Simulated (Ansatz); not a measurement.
Amorphous Ti$_{20}$O$_{43}$Y$_{2}$

Preparation: random packing, a CHGNet melt and quench, and a DFT relaxation. O atoms were pushed apart under 1.9 Å during the dynamics, to hinder bonds among them. The hot cell started wider than the set density and was brought back towards it in steps. It is the lowest in DFT energy of 2 quenches. It is a model cell: composition and starting density were chosen by hand, and all elements were melted together. No dispersion term was used.

Methods: PBE, scalar-relativistic without spin-orbit coupling (Ansatz, a program for electronic structure); r2SCAN, scalar-relativistic without spin-orbit coupling (Ansatz); HSE06, scalar-relativistic without spin-orbit coupling (Ansatz). Geometry, pressure, stress and energy are those of the PBE run. Its sampling: a 2×2×2 Γ-centred mesh; Fermi-Dirac width 0.02 eV; no spin polarisation. Other functionals are single points at the zone centre (r2SCAN at 500 eV; exact exchange cut at the cell's faces), free to take moments where seeds were set.

- Number of atoms in the cell: 65
- Density (volume relaxed, without dispersion): 3.44 g/cm^3
- Volume per atom: 13.53 Å³
- Pressure on a 2×2×2 Γ-centred mesh: 0.04 GPa
- Largest force and stress component on that mesh (the relaxation ran on the zone centre alone): 0.12 eV/Å and 0.1 GPa
- Gap on a 2×2×2 Γ-centred mesh (PBE): 2.72 eV
- Gap at the zone centre (PBE): 2.81 eV
- Gap at the zone centre (r2SCAN): 3.17 eV
- Gap at the zone centre (HSE06): 4.35 eV

Bonds are counted up to Ti-Ti 3.12 Å, Ti-O 2.48 Å, Ti-Y 3.43 Å, O-O 1.58 Å, O-Y 2.82 Å, Y-Y 3.74 Å. Two cations that share two anions don't count as bonded, nor two that share one unless they lie closer than Ti-Ti 3.04 Å, Ti-Y 3.34 Å, Y-Y 3.64 Å.

```
Item                                                                                                 Result
---------------------------------  ------------------------------------------------------------------------
Mean coordination of Ti by anions  4.85 (3 with 4, 17 with 5); 1 close contacts or bonds to cations besides
Mean coordination of O                                                2.53 (21 with 2, 21 with 3, 1 with 4)
Mean coordination of Y by anions              6.00 (2 with 6); 1 close contacts or bonds to cations besides
Mean Ti-O bond                                                         1.923 Å (spread 0.134 Å, 97 counted)
Mean O-Y bond                                                          2.303 Å (spread 0.057 Å, 12 counted)
```

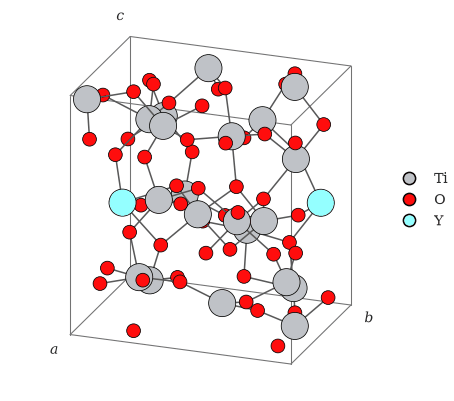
Figure. The relaxed cell

Its density started from a set value of 3.74 g/cm³. The quench (nominally 240 K/ps over its main leg) was far faster than any real one, so the model tends to hold more defects than a real film. Values belong to this one cell and scatter from quench to quench. Volume and shape were free in the relaxation. On a 2×2×2 Γ-centred mesh force components of up to 0.12 eV/Å stay, since the relaxation ran on the zone centre alone.
